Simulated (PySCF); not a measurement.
C3H15NSSi3

```
atom    x (Å)    y (Å)    z (Å)
   C  -1.1885   1.8391  -0.0294
   C  -0.5331   0.4626   0.1017
   C   0.2025   0.4027   1.4431
  Si  -1.8640  -0.9163   0.0834
   N  -2.7170  -0.7786  -1.4060
  Si   0.7032   0.2608  -1.3317
   S   1.7978  -1.5932  -1.2328
  Si   3.5204  -1.1875  -0.0317
   H  -1.6848   1.9478  -0.9912
   H  -1.9270   1.9932   0.7573
   H  -0.4444   2.6320   0.0511
   H   0.9857   1.1607   1.5007
   H  -0.4890   0.5757   2.2678
   H   0.6599  -0.5737   1.5918
   H  -2.6843  -0.7304   1.2980
   H  -1.2800  -2.2529   0.0850
   H  -3.3592  -1.5140  -1.6499
   H  -3.1086   0.1112  -1.6688
   H   0.0681   0.2003  -2.6407
   H   1.6963   1.3408  -1.2917
   H   4.0388   0.1293  -0.3846
   H   4.4395  -2.2562  -0.3832
   H   3.1629  -1.2266   1.3825
```

Geometry: GFN2-xTB.

Theory: PBE0/pcSseg-1, SCF density, gas phase, non-relativistic in PySCF.

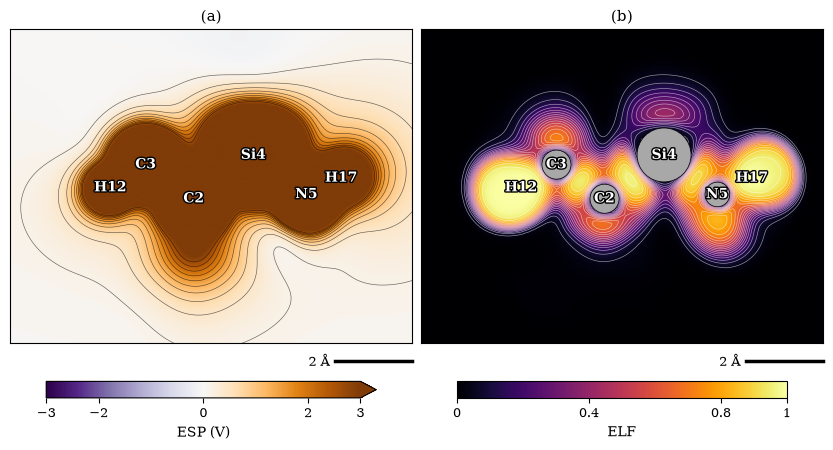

Figure 1. (a) electrostatic potential; (b) electron localisation function on the plane of atoms C2, Si4 and N5. Grey discs cover the atomic cores in the ELF map.

**Interpret the plot.**

- The section cuts through C, Si, N and H sites.
- C–C (1.53 Å): the ELF peaks at about 0.95 between the atoms, as expected for a covalent bond.
- Si–N (1.72 Å): the ELF peaks at about 0.90 between the atoms (a shared but strongly polarised pair).
- C–Si (1.92 Å): the ELF peaks at about 0.95 between the atoms: localised, covalent bonding.
- N–H (1.01 Å): the ELF climbs to about 1 towards the hydrogen, as it does in any bond to H; an ordinary covalent bond to hydrogen.
- C–H (1.09 Å): the ELF climbs to about 1 towards the hydrogen (a covalent bond by its length).
- The potential has no marked negative region in this plane.

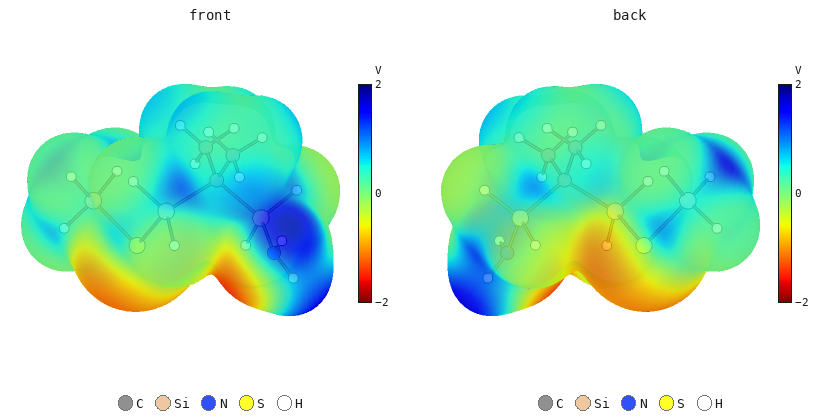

Figure 2. The molecular electrostatic potential painted on the density surface at 0.002 e/bohr³, seen from the front and from behind; the colour scale runs from red (negative) to blue (positive).

**Describe the electrostatic potential map.**

The most negative region (about −1.3 V, or −30 kcal/mol for a unit charge) lies over N5, the most positive (about +1.6 V, or +37 kcal/mol for a unit charge) over H17 and H18. N5 is the likeliest acceptor of a hydrogen bond.

**What dipole moment does the calculation give?**

Its dipole moment is 2.38 D.
